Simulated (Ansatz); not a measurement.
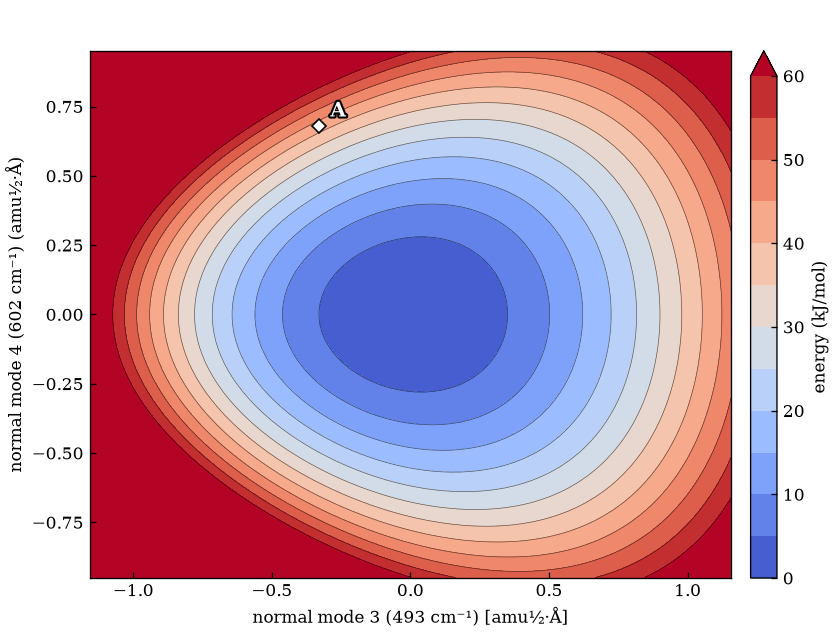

AlCl2H, SMILES [Cl][AlH][Cl]. 
- Coordinates scanned: (1) normal mode 3 (493 cm⁻¹); (2) normal mode 4 (602 cm⁻¹).
- Nothing is relaxed (straight displacements along the two mass-weighted modes).
- The scan uses a 15 × 15 grid; 120 points were computed and 105 follow by symmetry.
- All energies are given in kJ/mol relative to the lowest grid point.
- The calculation used RHF/def2-TZVP in Ansatz.

The picture shows filled contours, one colour for all values above the top of the scale, the point A. Between grid points the surface is interpolated.

Which way does the force act at A, and how strong is it?

Answer. A, at normal mode 3 (493 cm⁻¹) = −0.331 amu½·Å, normal mode 4 (602 cm⁻¹) = 0.678 amu½·Å, is not a stationary point. The computed force is 56 kJ/mol for each amu½·Å towards larger values of normal mode 3 (493 cm⁻¹) and 113 kJ/mol for each amu½·Å towards smaller values of normal mode 4 (602 cm⁻¹).
